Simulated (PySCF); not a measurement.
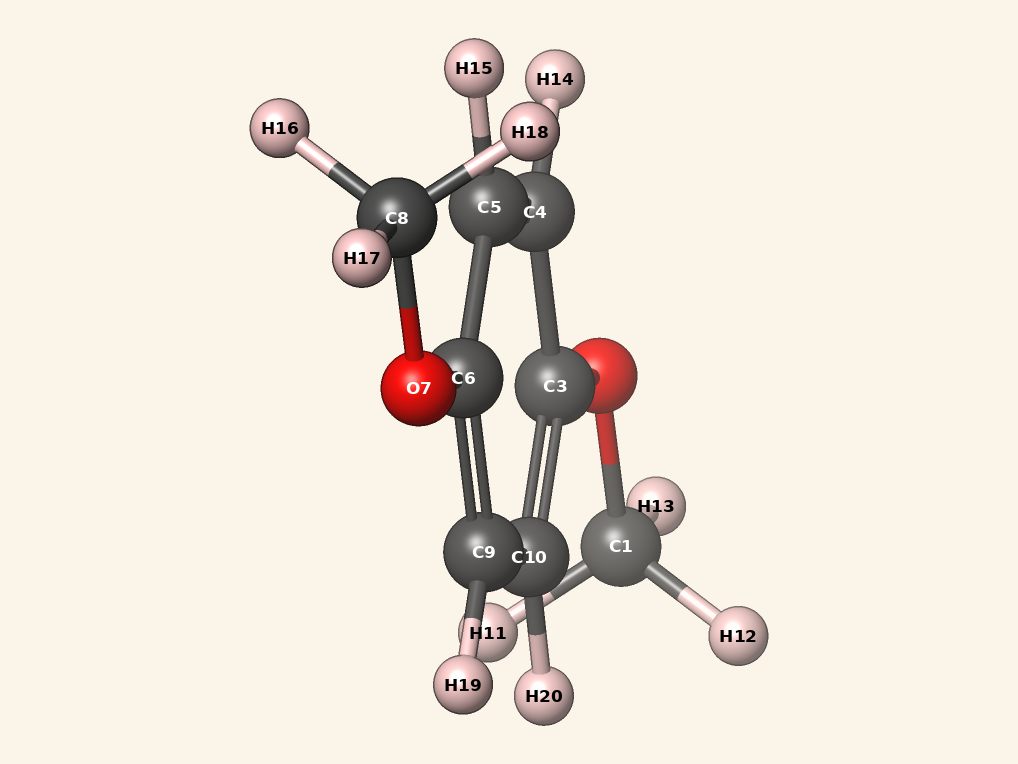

O2 lies behind C3. The molecule seen a little off the C3–O2 bond, C3 in front. Atoms fade into the background with distance from the viewer. Computed geometry: PBE0-D3(BJ)/def2-SVP optimisation. No frequency run is at hand to confirm it as a minimum.

Q: What is the torsion angle C4–C3–O2–C1? The sign is positive where the front bond must turn clockwise to cover the back bond.

A: 180°, antiperiplanar (anti).
